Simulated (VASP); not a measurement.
Band structure of BaTiO₃ (cubic perovskite). Method: PBE GGA with D3 dispersion (zero damping), VASP's PBE PAW potentials (set 64) (plane waves; VASP 6.6.1).

Unless said otherwise, spin-orbit coupling is left out, though it shifts the bands of the heavy elements here.

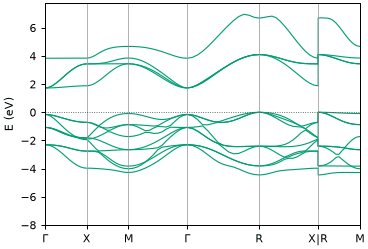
*Bands along high-symmetry lines, zero at the valence-band maximum or, without a gap, the Fermi level*

### Question
Read the plot: is there a gap, and where are the band edges?

### Answer
The gap is indirect, 1.72 eV, from the valence maximum at R to the conduction minimum at Γ. (Edges off the drawn lines would not show.)

Measured: gap 3.20 eV (computed value off by -1.48 eV), as given by Yu-ichiro Matsushita et al., Physical Review B (2011), arXiv:1104.2769.

The compound is BaTiO3 in the cubic perovskite structure, the ideal cubic form; the compound distorts at low or room temperature. It was relaxed first.
